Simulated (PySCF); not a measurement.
# Nd(NH2)3: other functionals and bases at one geometry

How far do other levels of theory move the description of Nd(NH2)3, and what does each cost? The structure is generated, not taken from experiment.

The runs use PySCF 2.14.0; several levels, as the steps say, no spin–orbit coupling.

6 further runs of the same task are left out: 2 for a known fault of the program, 4 that didn't finish.

## (1) Where the work starts

10 atoms, charge 0, spin multiplicity 1.

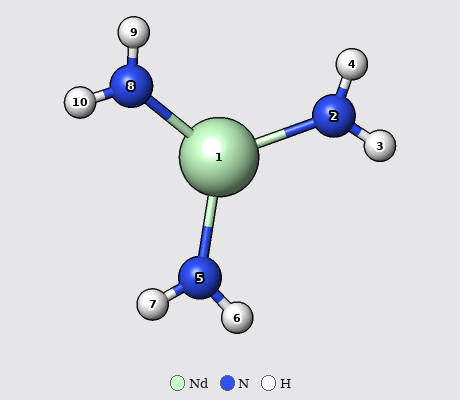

The structure; neodymium light green, nitrogen blue, hydrogen white; atoms are numbered from 1 in the order of the file.

As a file:

| atom | x (Å) | y (Å) | z (Å) |
| --- | --- | --- | --- |
| Nd1 | -0.01825 | -0.02140 | 0.28115 |
| N2 | 2.22997 | -0.00019 | 0.25886 |
| H3 | 2.83726 | 0.82340 | 0.23238 |
| H4 | 2.86247 | -0.80193 | 0.18798 |
| N5 | -1.11824 | 1.92195 | 0.02364 |
| H6 | -0.72524 | 2.86756 | 0.01605 |
| H7 | -2.11566 | 2.04427 | -0.17370 |
| N8 | -1.10956 | -1.93363 | -0.17483 |
| H9 | -0.73324 | -2.88046 | -0.27405 |
| H10 | -2.10950 | -2.01957 | -0.37747 |

Formal oxidation states: Nd +3. Each metal's 3 4f electrons lie in its core potential, so multiplicities, spins and levels count the valence alone. An earlier session relaxed this geometry at B3LYP, Nd lcecp-1-SVP with ECP49, N def2-SVP, H def2-SVP (singlet, point group Cs).

At B3LYP on the finer grid: E = -201.766384 Eh, HOMO -5.64 eV, LUMO -1.39 eV, Mulliken charge on Nd1 +0.84 e, largest force component 0.022 eV/Å. 

Levels to run: revPBE; BLYP; M06-L; TPSSh; B3LYP, TZVP. Hardware: 2 threads of Arm Neoverse V1, shared host.

## (2) revPBE

File run.py (the lines that set the calculation):

```python
mol = gto.M(atom='''
Nd    -0.01825    -0.02140     0.28115
N      2.22997    -0.00019     0.25886
H      2.83726     0.82340     0.23238
H      2.86247    -0.80193     0.18798
N     -1.11824     1.92195     0.02364
H     -0.72524     2.86756     0.01605
H     -2.11566     2.04427    -0.17370
N     -1.10956    -1.93363    -0.17483
H     -0.73324    -2.88046    -0.27405
H     -2.10950    -2.01957    -0.37747''',
    basis={'Nd': 'lcecp-1-SVP', 'N': 'def2-SVP', 'H': 'def2-SVP'},
    ecp={'Nd': 'lcecp-1-SVP'},
    charge=0, spin=0)
mf = dft.RKS(mol, xc='PBE_R,PBE')
mf.grids.atom_grid = (75, 302)  # f atoms: unpruned, at least (60, 302)
mf = mf.density_fit()  # fitting sets: Nd AutoAux, N def2-universal-JKFIT, H def2-universal-JKFIT
mf.conv_tol = 1e-08; mf.max_cycle = 55
mf.kernel(dm0)  # dm0: the density of the relaxed state
```

The run is started by

```sh
$ OMP_NUM_THREADS=2 python run.py
```

## (3) BLYP

Changes to run.py (the lines that set the calculation) since step 2:

```diff
@@ -14,3 +14,3 @@
     charge=0, spin=0)
-mf = dft.RKS(mol, xc='PBE_R,PBE')
+mf = dft.RKS(mol, xc='BLYP')
 mf.grids.atom_grid = (75, 302)  # f atoms: unpruned, at least (60, 302)
```

## (4) M06-L

Changes to run.py (the lines that set the calculation) since step 3:

```diff
@@ -14,3 +14,3 @@
     charge=0, spin=0)
-mf = dft.RKS(mol, xc='BLYP')
+mf = dft.RKS(mol, xc='M06L')
 mf.grids.atom_grid = (75, 302)  # f atoms: unpruned, at least (60, 302)
```

## (5) TPSSh

Changes to run.py (the lines that set the calculation) since step 4:

```diff
@@ -14,3 +14,3 @@
     charge=0, spin=0)
-mf = dft.RKS(mol, xc='M06L')
+mf = dft.RKS(mol, xc='TPSSH')
 mf.grids.atom_grid = (75, 302)  # f atoms: unpruned, at least (60, 302)
```

## (6) B3LYP, TZVP

Basis: Nd lcecp-1-TZVP with ECP49, N def2-TZVP, H def2-TZVP. 

Changes to run.py (the lines that set the calculation) since step 5:

```diff
@@ -11,6 +11,6 @@
 H     -2.10950    -2.01957    -0.37747''',
-    basis={'Nd': 'lcecp-1-SVP', 'N': 'def2-SVP', 'H': 'def2-SVP'},
-    ecp={'Nd': 'lcecp-1-SVP'},
+    basis={'Nd': 'lcecp-1-TZVP', 'N': 'def2-TZVP', 'H': 'def2-TZVP'},
+    ecp={'Nd': 'lcecp-1-TZVP'},
     charge=0, spin=0)
-mf = dft.RKS(mol, xc='TPSSH')
+mf = dft.RKS(mol, xc='B3LYP')
 mf.grids.atom_grid = (75, 302)  # f atoms: unpruned, at least (60, 302)
@@ -18,2 +18,2 @@
 mf.conv_tol = 1e-08; mf.max_cycle = 55
-mf.kernel(dm0)  # dm0: the density of the relaxed state
+mf.kernel(dm0)  # dm0: free metal ions and neutral atoms
```

What does the calculation give? Wanted: for each run, HOMO; gap; charge on Nd1; dipole; largest force.

The runs gave:

| level | state | HOMO (eV) | gap (eV) | charge on Nd1 (e) | dipole (D) | largest force (eV/Å) | basis functions | time |
| --- | --- | --- | --- | --- | --- | --- | --- | --- |
| B3LYP (relaxed here) | singlet | -5.64 | 4.26 | 0.84 | 0.90 | 0.02 | 105 | 18 s |
| revPBE | singlet | -4.50 | 2.88 | 0.75 | 0.83 | 0.35 | 105 | 6.8 s |
| BLYP | singlet | -4.43 | 2.69 | 0.68 | 0.84 | 0.35 | 105 | 6.4 s |
| M06-L | singlet | -4.60 | 3.93 | 1.07 | 0.95 | 0.15 | 105 | 9.7 s |
| TPSSh | singlet | -5.12 | 3.85 | 0.90 | 0.89 | 0.15 | 105 | 9 s |
| B3LYP, TZVP | singlet | -5.86 | 4.39 | 1.60 | 0.99 | 0.53 | 176 | 20 s |

Times are on 2 threads of Arm Neoverse V1, shared host; the first row also made further properties.

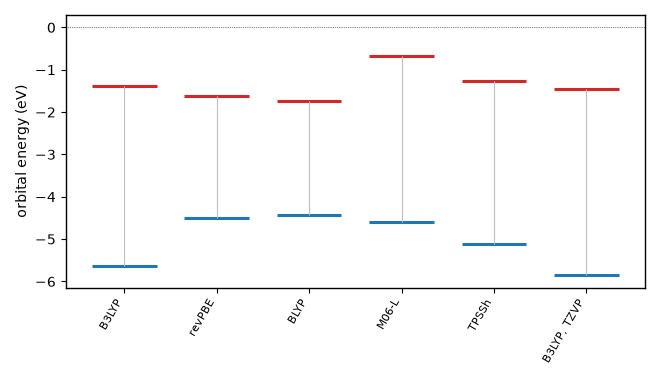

Highest filled and lowest empty level, method by method.

In one basis the HOMO–LUMO gap runs from 2.69 eV (BLYP) to 4.26 eV (B3LYP). The largest leftover force, 0.53 eV/Å with B3LYP, TZVP, stands at a geometry relaxed at another level. The Mulliken charge on Nd spans +0.68 to +1.60 e over the levels. With 4f in the core, its levels are missing from HOMO and gap. Total energies of different levels can't be compared. Spin–orbit coupling is left out throughout.
